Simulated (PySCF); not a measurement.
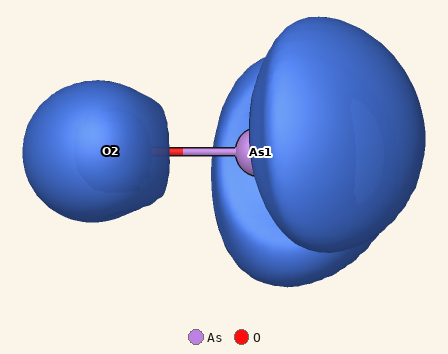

The picture shows: AsO (doublet). Isosurface of the electron localisation function at 0.75 (blue), seen from one side. Core shells and regions of very low density are left out.

Theory: PBE0/pcseg-1, non-relativistic, at a bond length of 1.646 Å (PySCF 2.14.0).

```csv
atom,x (Å),y (Å),z (Å)
As,0.0000,0.0000,-0.2896
O,0.0000,0.0000,1.3564
```

Q: Describe the localisation domains.

A: The ELF exceeds this value in one ring or bowl of non-bonding electrons around As and one region wrapped around O (its lone pairs, merged into a ring or cap).

Values along the shortest contacts:
As–O (1.65 Å): the ELF peaks at about 0.80 between the atoms (a short, strongly polar bond).
